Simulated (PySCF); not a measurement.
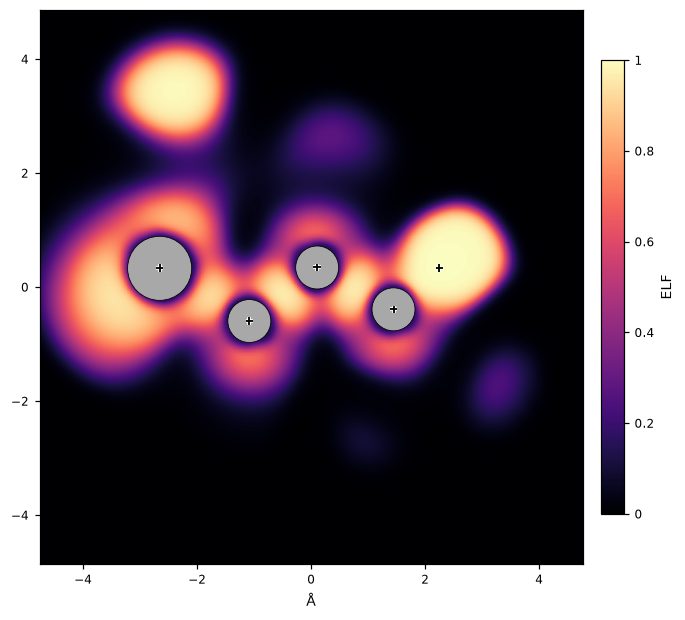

The ELF on a plane through atoms (crosses mark nuclei in the plane; grey discs cover the cores).

The calculation used PBE0/pcSseg-1, SCF density, gas phase, non-relativistic in PySCF.

Candidates:
A. C7H4FN
B. C4H7F3S2Si (SMILES FC(F)(F)C[C@H]1CS[SiH2]S1)
C. C7H8OSi

Question: Which candidate gave the map?

Answer: Candidate B: C4H7F3S2Si on the plane of atoms C6, C7 and S8, which holds C, S and H. C–C (1.52 Å): the ELF peaks at about 0.95 between the atoms: a shared electron pair. C–S (1.82 Å): the ELF peaks at about 0.90 between the atoms, as expected for localised, covalent bonding.
